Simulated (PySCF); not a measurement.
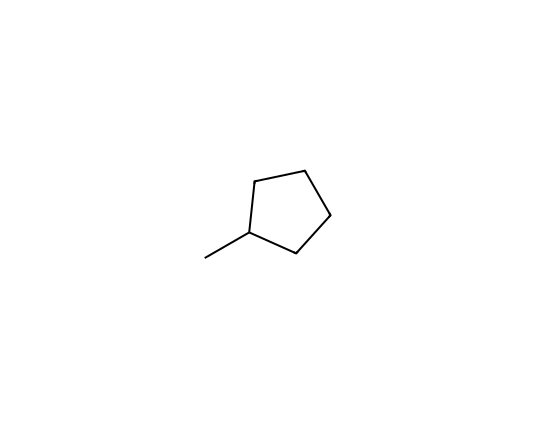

Give its SMILES.

Answer. CC1CCCC1

What is the molecular formula?

Answer. C6H12.

The parts below concern this one geometry. Atoms keep their numbers from picture to picture. Computed geometry: PBE0-D3(BJ)/def2-TZVP optimisation. No frequency run is at hand to confirm it as a minimum.

Shape

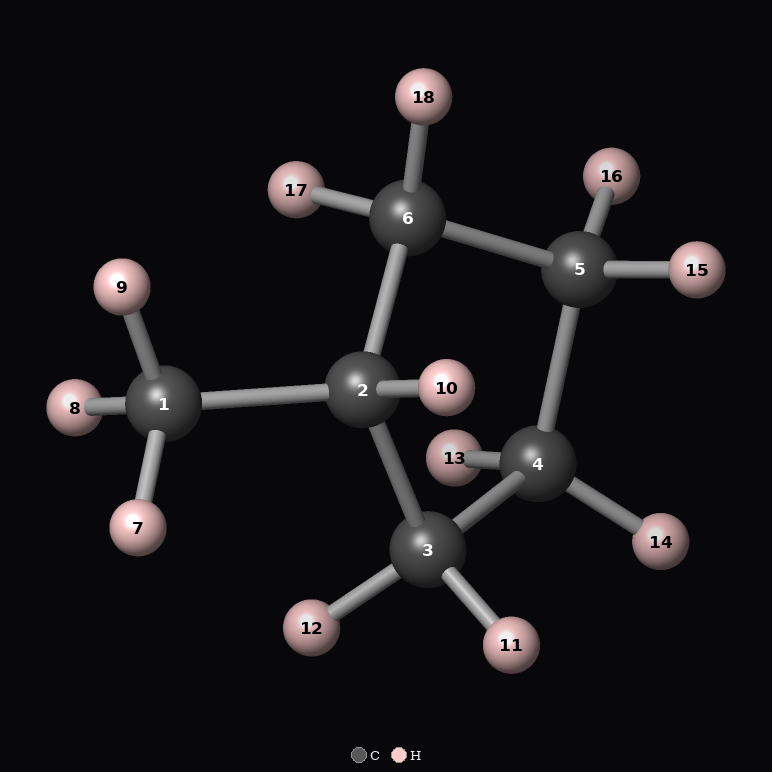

The atoms are numbered. No frequency run is at hand to confirm it as a minimum.

Estimate the angles C1–C2–C6, C2–C1–H8, C2–C1–H9, C2–C3–C4, C2–C3–H12, C3–C2–C6, C4–C3–H11, C4–C5–H16, C5–C4–H14, C5–C6–H18, C6–C5–H15, C6–C5–H16.

| angle | degrees |
| --- | --- |
| C1–C2–C6 | 114.0 |
| C2–C1–H8 | 110.5 |
| C2–C1–H9 | 111.5 |
| C2–C3–C4 | 106.5 |
| C2–C3–H12 | 110.8 |
| C3–C2–C6 | 104.5 |
| C4–C3–H11 | 111.3 |
| C4–C5–H16 | 113.2 |
| C5–C4–H14 | 113.1 |
| C5–C6–H18 | 113.8 |
| C6–C5–H15 | 109.7 |
| C6–C5–H16 | 113.7 |

Levels of theory compared

No frequency run is at hand to confirm it as a minimum. Program: PySCF 2.14.0.

At this fixed geometry, give HOMO–LUMO gap (eV) at these levels: B97-2/pcSseg-2; KT3/pcSseg-2; PBE0/pcSseg-2; WP04/pcSseg-2 in chloroform (IEF-PCM); ωB97X-D/pcSseg-2; ωB97X-D/pcSseg-2 in chloroform (IEF-PCM).

```csv
level,HOMO–LUMO gap (eV)
B97-2/pcSseg-2,8.99
KT3/pcSseg-2,7.15
PBE0/pcSseg-2,9.19
WP04/pcSseg-2 in chloroform (IEF-PCM),9.22
ωB97X-D/pcSseg-2,12.78
ωB97X-D/pcSseg-2 in chloroform (IEF-PCM),12.79
```

NMR shielding

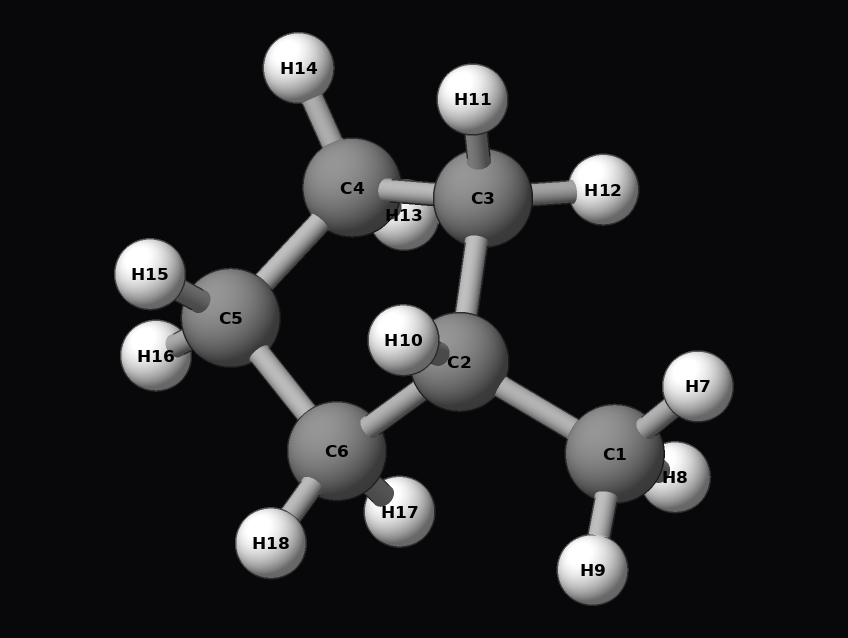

No frequency run is at hand to confirm it as a minimum. Method: GIAO B97-2/pcSseg-2 NMR shielding, non-relativistic, gas phase (PySCF 2.14.0). Principal shieldings σ11 ≤ σ22 ≤ σ33, span Ω = σ33 − σ11, skew κ = 3(σiso − σ22)/Ω.

Which C atom has the most anisotropic shielding?

Answer. C3, with a span of 58 ppm.

Give the shielding tensors of the C atoms.

```json
{"atom": "C1", "σ11": "146.4", "σ22": "154.4", "σ33": "183.5", "σiso": "161.4", "Ω": "37.1", "κ": "0.57"}
{"atom": "C2", "σ11": "122.0", "σ22": "154.7", "σ33": "162.2", "σiso": "146.3", "Ω": "40.2", "κ": "−0.63"}
{"atom": "C3", "σ11": "118.2", "σ22": "155.8", "σ33": "176.2", "σiso": "150.1", "Ω": "58.0", "κ": "−0.30"}
{"atom": "C4", "σ11": "127.9", "σ22": "164.6", "σ33": "172.7", "σiso": "155.1", "Ω": "44.9", "κ": "−0.64"}
{"atom": "C5", "σ11": "127.8", "σ22": "162.2", "σ33": "167.1", "σiso": "152.4", "Ω": "39.2", "κ": "−0.75"}
{"atom": "C6", "σ11": "120.5", "σ22": "148.2", "σ33": "163.7", "σiso": "144.1", "Ω": "43.2", "κ": "−0.28"}
```

Shieldings and span in ppm.

Bond orders

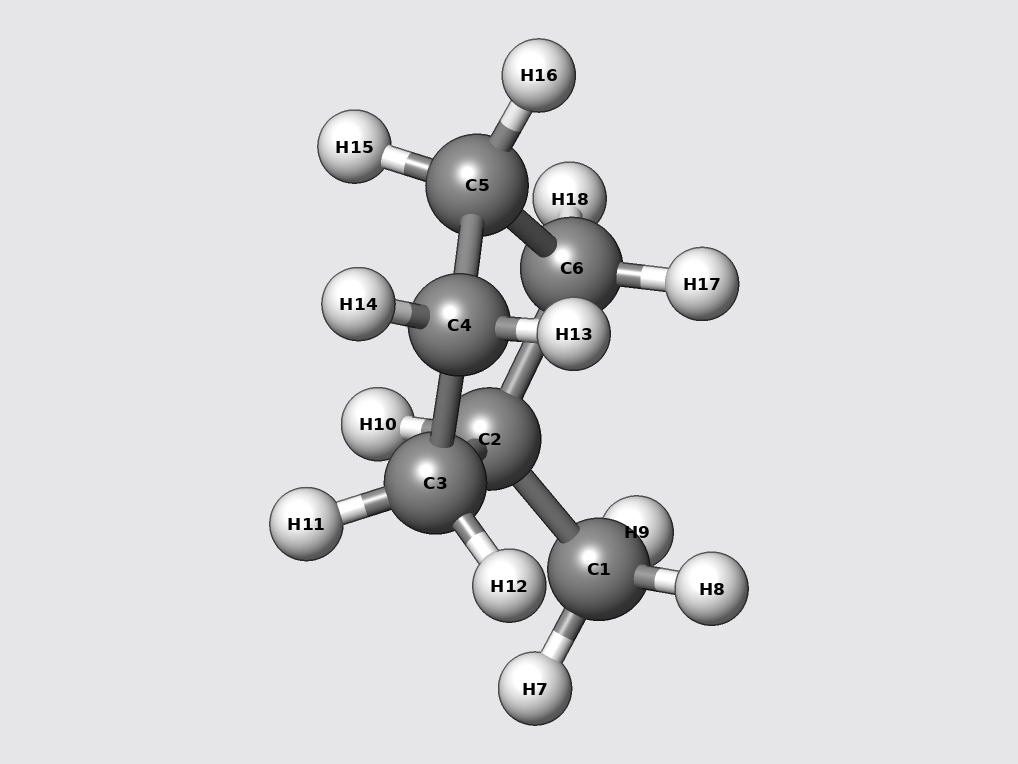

Every bond is drawn as one stick. No frequency run is at hand to confirm it as a minimum. Computed with PBE0/pcSseg-2 (PySCF 2.14.0).

List the Mayer bond orders of C1–C2, C2–C3, C2–C6, C3–C4, C4–C5, C5–C6 (bonds between heavy atoms, one of each equivalent set).

```tsv
bond	Mayer order	length (Å)
C1–C2	0.97	1.517
C2–C3	1.00	1.547
C2–C6	0.98	1.531
C3–C4	1.00	1.539
C4–C5	0.99	1.527
C5–C6	0.95	1.521
```
